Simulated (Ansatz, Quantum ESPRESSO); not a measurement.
# CsNa (Pm-3m): zone-centre phonons

Wanted: the vibrations of CsNa (Pm-3m) at Γ, by two programs.

Calculated with Quantum ESPRESSO 7.5; DFT LDA, scalar-relativistic, plane waves, JTH PAW pseudopotentials.

The structure was built from a prototype and need not be the compound's stable phase.

## Step 1: Set-up

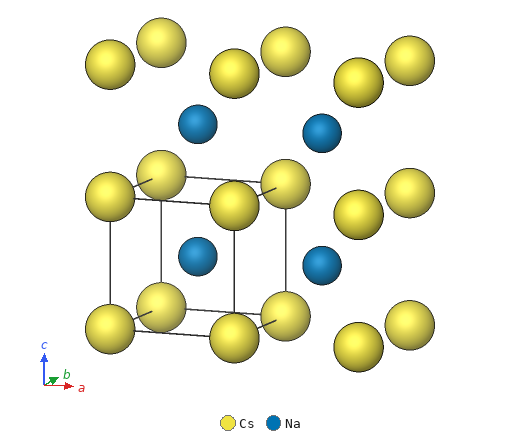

The cell as given, slightly off an axis (caesium yellow, sodium blue). 2×1×2 cells are drawn. Some periodic images of atoms are drawn too.

As a file:

```
Cs Na
1.0
     4.49449    0.00000    0.00000
     0.00000    4.49449    0.00000
     0.00000    0.00000    4.49449
Cs Na
1 1
Direct
  0.00000 0.00000 0.00000
  0.50000 0.50000 0.50000
```

## Step 2: A first look

A cheap run with smearing and empty bands tells whether the crystal has a gap, which decides between fixed occupations and smearing later on.

Contents of probe.in:

```
&control
   calculation = 'scf'
   prefix = 'x'
   outdir = './tmp'
   pseudo_dir = './pseudo'
   tprnfor = .true.
   tstress = .true.
   verbosity = 'high'
/
&system
   ibrav = 1
   celldm(1) = 8.49335517
   nat = 2
   ntyp = 2
   ecutwfc = 50.0
   ecutrho = 250.0
   occupations = 'smearing'
   smearing = 'gaussian'
   degauss = 0.01
/
&electrons
   conv_thr = 1.0d-07
   mixing_beta = 0.7
   electron_maxstep = 100
/
ATOMIC_SPECIES
 Cs    132.9055  Cs.upf
 Na     22.9898  Na.upf
ATOMIC_POSITIONS crystal
 Cs     0.000000000   0.000000000   0.000000000
 Na     0.500000000   0.500000000   0.500000000
K_POINTS automatic
 4 4 4 0 0 0
```

On the command line:

```console
> OMP_NUM_THREADS=1 mpirun -n 4 pw.x -nk 4 -in probe.in > probe.out
```

What it wrote:

```text
[banners, grids, parts of the stress and lines that vanish by symmetry left out]
Program PWSCF v.7.5
     file Cs.upf: wavefunction(s)  6S 0P 5D 0D renormalized
     file Na.upf: wavefunction(s)  2S 3S 2P 3P renormalized
[...]
kinetic-energy cutoff     =      50.0000  Ry
     charge density cutoff     =     250.0000  Ry
     scf convergence threshold =      1.0E-07
[...]
Exchange-correlation= SLA PW NOGX NOGC
                           (   1   4   0   0   0   0   0)
[...]
48 Sym. Ops., with inversion, found
[...]
(     0          1          0      )
                  (     0          0          1      )
[...]
(  0.0000000  1.0000000  0.0000000 )
                  (  0.0000000  0.0000000  1.0000000 )
[...]
(     0         -1          0      )
                  (     0          0          1      )
[...]
(  0.0000000 -1.0000000  0.0000000 )
[...]
(     0          0          1      )
                  (     1          0          0      )
[...]
( -1.0000000  0.0000000  0.0000000 )
                  (  0.0000000  1.0000000  0.0000000 )
[...]
number of k points=    10  Gaussian smearing, width (Ry)=  0.0100
[...]
End of self-consistent calculation
[...]
the Fermi energy is     4.3479 ev
!    total energy              =    -511.20041448 Ry
[...]
convergence has been achieved in   5 iterations
[...]
atom    1 type  1   force =     0.00000000    0.00000000    0.00000000
     atom    2 type  2   force =     0.00000000    0.00000000    0.00000000
[...]
Total force =     0.000000     Total SCF correction =     0.000000
[...]
total   stress  (Ry/bohr**3)                   (kbar)     P=       12.36
[...]
XML data file, charge density, pseudopotentials, collected wavefunctions

   JOB DONE.
```

Elapsed: 2.7 s, on 4 MPI ranks of Arm Neoverse V2, shared host.

Numbers from this step:

```
volume per atom   : 45.40 Å³
pressure          : 1.236 GPa
gap on the k-mesh : 0 eV
```

No gap opens on this mesh, so smearing is kept; the start stands at 1.2 GPa.

## Step 3: Relaxation

Frequencies change by per cents with a per cent of volume, so the structure is first brought to rest at this level of theory.

Contents of relax.in:

```
&control
   calculation = 'vc-relax'
   prefix = 'x'
   outdir = './tmp'
   pseudo_dir = './pseudo'
   tprnfor = .true.
   tstress = .true.
   forc_conv_thr = 2.0d-05
   etot_conv_thr = 1.0d-07
   nstep = 40
/
&system
   ibrav = 1
   celldm(1) = 8.49335517
   nat = 2
   ntyp = 2
   ecutwfc = 50.0
   ecutrho = 250.0
   occupations = 'smearing'
   smearing = 'mv'
   degauss = 0.02
/
&electrons
   conv_thr = 1.0d-11
   mixing_beta = 0.7
   electron_maxstep = 100
/
&ions
/
&cell
   press_conv_thr = 0.2
/
ATOMIC_SPECIES
 Cs    132.9055  Cs.upf
 Na     22.9898  Na.upf
ATOMIC_POSITIONS crystal
 Cs     0.000000000   0.000000000   0.000000000
 Na     0.500000000   0.500000000   0.500000000
K_POINTS automatic
 8 8 8 0 0 0
```

On the command line:

```console
> OMP_NUM_THREADS=1 mpirun -n 4 pw.x -nk 4 -in relax.in > relax.out
```

What it wrote:

```text
[banners, grids, parts of the stress and lines that vanish by symmetry left out]
[banner, memory and clock lines left out]
Program PWSCF v.7.5

[...]
kinetic-energy cutoff     =      50.0000  Ry
     charge density cutoff     =     250.0000  Ry
     scf convergence threshold =      1.0E-11
[...]
energy convergence thresh.=      1.0E-07
     force convergence thresh. =      2.0E-05
     press convergence thresh. =      2.0E-01
     Exchange-correlation= SLA PW NOGX NOGC
                           (   1   4   0   0   0   0   0)
[...]
48 Sym. Ops., with inversion, found
[...]
number of k points=    35  Marzari-Vanderbilt smearing, width (Ry)=  0.0200
[...]
End of self-consistent calculation
[...]
the Fermi energy is     4.3599 ev
!    total energy              =    -511.20260200 Ry
[...]
convergence has been achieved in   8 iterations
[...]
atom    1 type  1   force =     0.00000000    0.00000000    0.00000000
     atom    2 type  2   force =     0.00000000    0.00000000    0.00000000
     Total force =     0.000000     Total SCF correction =     0.000000
[...]
total   stress  (Ry/bohr**3)                   (kbar)     P=       13.33
[...]
number of bfgs steps    =   0
[...]
CELL_PARAMETERS (alat=  8.49335517)
[...]
ATOMIC_POSITIONS (crystal)
Cs               0.0000000000        0.0000000000        0.0000000000
Na               0.5000000000        0.5000000000        0.5000000000
[...]
New effective cutoffs (rho, wfc):  248.43   49.76
[...]
End of self-consistent calculation
[...]
the Fermi energy is     4.3129 ev
!    total energy              =    -511.20297093 Ry
[...]
convergence has been achieved in  10 iterations
[...]
atom    1 type  1   force =     0.00000000    0.00000000    0.00000000
     atom    2 type  2   force =     0.00000000    0.00000000    0.00000000
     Total force =     0.000000     Total SCF correction =     0.000000
[...]
total   stress  (Ry/bohr**3)                   (kbar)     P=       12.68
[...]
number of bfgs steps    =   1
[...]
WARNING: bfgs curvature condition failed, Theta= 0.838
[...]
CELL_PARAMETERS (alat=  8.49335517)
[...]
ATOMIC_POSITIONS (crystal)
Cs               0.0000000000        0.0000000000        0.0000000000
Na               0.5000000000        0.5000000000        0.5000000000
[...]
New effective cutoffs (rho, wfc):  247.20   49.52
[...]
End of self-consistent calculation
[...]
the Fermi energy is     4.2618 ev
!    total energy              =    -511.20335753 Ry
[...]
convergence has been achieved in  12 iterations
[...]
atom    1 type  1   force =     0.00000000    0.00000000    0.00000000
     atom    2 type  2   force =     0.00000000    0.00000000    0.00000000
     Total force =     0.000000     Total SCF correction =     0.000000
[...]
total   stress  (Ry/bohr**3)                   (kbar)     P=       11.98
[...]
number of bfgs steps    =   2
[...]
CELL_PARAMETERS (alat=  8.49335517)
[...]
ATOMIC_POSITIONS (crystal)
[...]
New effective cutoffs (rho, wfc):  245.37   49.15
[...]
End of self-consistent calculation
[...]
the Fermi energy is     4.1861 ev
[...]
number of bfgs steps    =   6
[...]
the Fermi energy is     3.3609 ev
!    total energy              =    -511.20747663 Ry
[...]
convergence has been achieved in  17 iterations
[...]
atom    1 type  1   force =     0.00000000    0.00000000    0.00000000
     atom    2 type  2   force =     0.00000000    0.00000000    0.00000000
     Total force =     0.000000     Total SCF correction =     0.000000
[...]
total   stress  (Ry/bohr**3)                   (kbar)     P=        1.90
[...]
number of bfgs steps    =   7
[...]
the Fermi energy is     3.1649 ev
!    total energy              =    -511.20766441 Ry
[...]
convergence has been achieved in  18 iterations
[...]
atom    1 type  1   force =     0.00000000    0.00000000    0.00000000
     atom    2 type  2   force =     0.00000000    0.00000000    0.00000000
     Total force =     0.000000     Total SCF correction =     0.000000
[...]
total   stress  (Ry/bohr**3)                   (kbar)     P=        0.32
[...]
number of bfgs steps    =   8
[...]
New effective cutoffs (rho, wfc):  218.38   43.74
[...]
the Fermi energy is     3.1249 ev
!    total energy              =    -511.20767088 Ry
[...]
convergence has been achieved in  14 iterations
[...]
atom    1 type  1   force =     0.00000000    0.00000000    0.00000000
     atom    2 type  2   force =     0.00000000    0.00000000    0.00000000
     Total force =     0.000000     Total SCF correction =     0.000000
[...]
total   stress  (Ry/bohr**3)                   (kbar)     P=        0.03
[...]
number of bfgs steps    =   9
[...]
CELL_PARAMETERS (alat=  8.49335517)
[...]
ATOMIC_POSITIONS (crystal)
[...]
New effective cutoffs (rho, wfc):  218.27   43.72
[...]
End of self-consistent calculation
[...]
the Fermi energy is     3.1210 ev
!    total energy              =    -511.20767093 Ry
[...]
convergence has been achieved in  12 iterations
[...]
atom    1 type  1   force =     0.00000000    0.00000000    0.00000000
     atom    2 type  2   force =     0.00000000    0.00000000    0.00000000
     Total force =     0.000000     Total SCF correction =     0.000000
[...]
total   stress  (Ry/bohr**3)                   (kbar)     P=        0.00
[...]
bfgs converged in  11 scf cycles and  10 bfgs steps
[...]
End of BFGS Geometry Optimization
     Final enthalpy           =    -511.2076709290 Ry
     File ./tmp/x.bfgs deleted, as requested
[...]
CELL_PARAMETERS (alat=  8.49335517)
[...]
ATOMIC_POSITIONS (crystal)
Cs               0.0000000000        0.0000000000        0.0000000000
Na               0.5000000000        0.5000000000        0.5000000000
[...]
Final scf calculation at the relaxed structure.
[...]
kinetic-energy cutoff     =      50.0000  Ry
     charge density cutoff     =     250.0000  Ry
     scf convergence threshold =      1.0E-13
[...]
press convergence thresh. =      2.0E-01
     Exchange-correlation= SLA PW NOGX NOGC
                           (   1   4   0   0   0   0   0)
[...]
48 Sym. Ops., with inversion, found
[...]
number of k points=    35  Marzari-Vanderbilt smearing, width (Ry)=  0.0200
[...]
c_bands:  1 eigenvalues not converged
[...]
End of self-consistent calculation
[...]
the Fermi energy is     3.1210 ev
!    total energy              =    -511.21212346 Ry
[...]
convergence has been achieved in   9 iterations
[...]
atom    1 type  1   force =     0.00000000    0.00000000    0.00000000
     atom    2 type  2   force =     0.00000000    0.00000000    0.00000000
     Total force =     0.000000     Total SCF correction =     0.000000
[...]
total   stress  (Ry/bohr**3)                   (kbar)     P=       -0.54
[...]
XML data file, charge density, pseudopotentials, collected wavefunctions
```

Elapsed: 83 s, on 4 MPI ranks.

The steps of the relaxation:

| step | energy less that of the first step (eV) | largest force (eV/Å) | pressure (GPa) | volume (Å³) |
| --- | --- | --- | --- | --- |
| 1 | 0.0000 | 0.0000 | 1.33 | 90.79 |
| 2 | -0.0050 | 0.0000 | 1.27 | 91.41 |
| 3 | -0.0103 | 0.0000 | 1.20 | 92.09 |
| 4 | -0.0177 | 0.0000 | 1.10 | 93.12 |
| 5 | -0.0277 | 0.0000 | 0.95 | 94.69 |
| 6 | -0.0403 | 0.0000 | 0.76 | 97.06 |
| 7 | -0.0545 | 0.0000 | 0.50 | 100.70 |
| 8 | -0.0663 | 0.0000 | 0.19 | 106.32 |
| 9 | -0.0689 | 0.0000 | 0.03 | 110.10 |
| 10 | -0.0690 | 0.0000 | 0.00 | 110.91 |
| 11 | -0.0690 | 0.0000 | 0.00 | 110.99 |
| 12 | -0.1295 | 0.0000 | -0.05 | 110.99 |

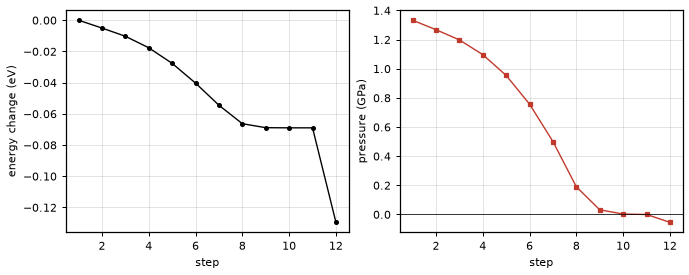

Energy and pressure along the relaxation.

| conventional cell, symmetrised | before | after | change |
| --- | --- | --- | --- |
| a (Å) | 4.494 | 4.806 | +6.9 % |
| b (Å) | 4.494 | 4.806 | +6.9 % |
| c (Å) | 4.494 | 4.806 | +6.9 % |
| volume (Å³/atom) | 45.40 | 55.50 | +22.2 % |

Final coordinates:

```xyz
2
Lattice="4.8058 0.0000 0.0000 0.0000 4.8058 0.0000 0.0000 0.0000 4.8058" Properties=species:S:1:pos:R:3 pbc="T T T"
Cs    0.0000    0.0000    0.0000
Na    2.4029    2.4029    2.4029
```

The last row of the table of steps is pw.x's closing run on a basis chosen anew for the final cell, so its energy can jump.

Read from the output:

```
volume per atom : 55.50 Å³
pressure        : -0.05400 GPa
```

The volume changes by +22.2 % from the cell with which this run began.

## Step 4: Ground state

The response is built on this ground state, so it is converged far tighter than an energy would need. Smearing stays on, as the first look found no gap above 0.3 eV.

Contents of scf.in:

```
&control
   calculation = 'scf'
   prefix = 'x'
   outdir = './tmp'
   pseudo_dir = './pseudo'
   tprnfor = .true.
   tstress = .true.
/
&system
   ibrav = 1
   celldm(1) = 9.08156336
   nat = 2
   ntyp = 2
   ecutwfc = 50.0
   ecutrho = 250.0
   occupations = 'smearing'
   smearing = 'mv'
   degauss = 0.02
/
&electrons
   conv_thr = 1.0d-12
   mixing_beta = 0.7
   electron_maxstep = 100
/
ATOMIC_SPECIES
 Cs    132.9055  Cs.upf
 Na     22.9898  Na.upf
ATOMIC_POSITIONS crystal
 Cs     0.000000000   0.000000000   0.000000000
 Na     0.500000000   0.500000000   0.500000000
K_POINTS automatic
 8 8 8 0 0 0
```

On the command line:

```console
> OMP_NUM_THREADS=1 mpirun -n 4 pw.x -nk 4 -in scf.in > scf.out
```

What it wrote:

```text
[banners, grids, parts of the stress and lines that vanish by symmetry left out]
[banner, memory and clock lines left out]
Program PWSCF v.7.5

[...]
kinetic-energy cutoff     =      50.0000  Ry
     charge density cutoff     =     250.0000  Ry
     scf convergence threshold =      1.0E-12
[...]
Exchange-correlation= SLA PW NOGX NOGC
                           (   1   4   0   0   0   0   0)
[...]
48 Sym. Ops., with inversion, found
[...]
number of k points=    35  Marzari-Vanderbilt smearing, width (Ry)=  0.0200
[...]
End of self-consistent calculation
[...]
the Fermi energy is     3.1210 ev
!    total energy              =    -511.21212346 Ry
[...]
convergence has been achieved in   8 iterations
[...]
atom    1 type  1   force =     0.00000000    0.00000000    0.00000000
     atom    2 type  2   force =     0.00000000    0.00000000    0.00000000
     Total force =     0.000000     Total SCF correction =     0.000000
[...]
total   stress  (Ry/bohr**3)                   (kbar)     P=       -0.54
[...]
XML data file, charge density, pseudopotentials, collected wavefunctions
```

The job ended after 9 s (4 MPI ranks; 36 s of CPU time).

The cell stands at -0.054 GPa, close enough for phonons.

(Part 1 of 3 ends here.)

[Host names and launcher messages were left out of these logs when they were recorded.]

[Logs are printed without paths, hosts, clocks, repeated set-up lines and the standing remarks that a program may print on its own settings, such as how far it seeks lower states.]

[Hosts, paths, dates, database ids (printed as entryN), source tags and the programs' standing remarks are cut or masked in the printed files.]
